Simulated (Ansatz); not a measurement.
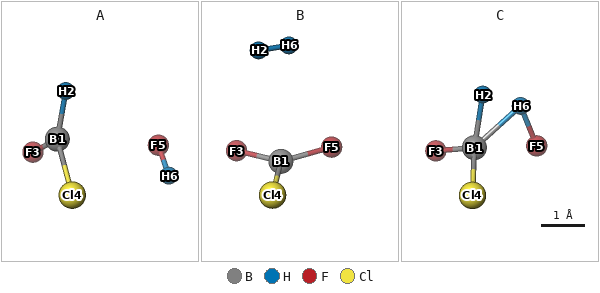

3 geometries from a converged minimum-energy path of BH2ClF2, made up at the start of BHClF and HF, shuffled. A ball-and-stick model, seen from a free direction.

These are results of Ansatz, RKS PBE0-D4/def2-SVPD, not measurements. Run with 5 movable images; climbing image; force threshold 0.05 eV/Å; iteration limit 60; starting path through a guess of the saddle point.

**Which frame is the top of the path?**

C. In order along the path, whose images run from 0 to 6: A (image 0, 0.00 eV), C (image 3, +0.91 eV), B (image 6, −0.97 eV). Breaking: B1–H2 (1.20 → 1.33 at the top → 2.87 Å), F5–H6 (0.92 → 1.15 at the top → 2.89 Å). Forming: B1–F5 (2.57 → 1.62 at the top → 1.31 Å), H2–H6 (3.23 → 1.08 at the top → 0.76 Å).

Limits of the set-up: the start holds two separate molecules, 2.6 Å apart at their closest, whose relative position is a soft coordinate.

The run took 3.9 min on 2 threads of Arm Neoverse V1, with other jobs on the host, peak memory 0.21 GiB.
